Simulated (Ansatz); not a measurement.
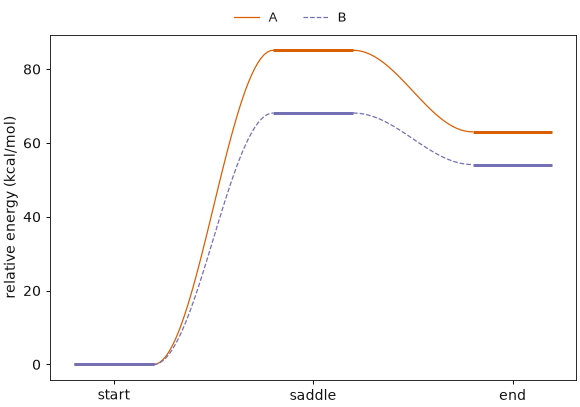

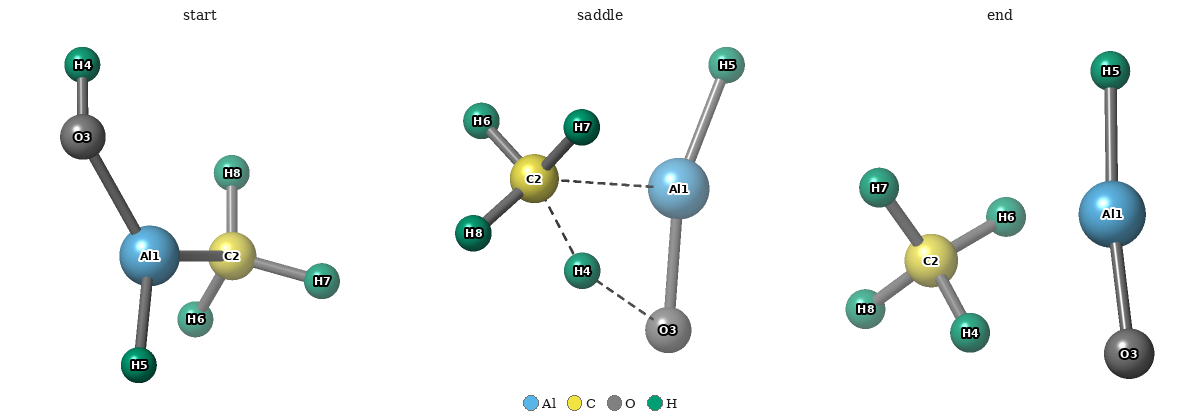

One elementary step of CH₅AlO, singlet: start, first-order saddle point (changing pairs dashed) and end. Electronic energies at PBE0-D4/def2-TZVP geometries, energies in def2-TZVPP, the Ansatz code 0.2.0; cores frozen in correlated methods, no zero-point terms. Start and end are the structures at the ends of the path (complexes, where there are several molecules). Lines between the levels only guide the eye.

In the step C2–H4 (3.38 → 1.30 → 1.10 Å) forms; Al1–C2 (1.95 → 2.18 → 2.87 Å) and O3–H4 (0.96 → 1.48 → 2.63 Å) break (lengths at start, saddle and end; changes of bond order aren't listed).

The profiles are HF and ωB97X-V. Which is which?

Answer. A: HF (barrier 85.1, step 63.0 kcal/mol); B: ωB97X-V (barrier 68.1, step 54.2 kcal/mol).
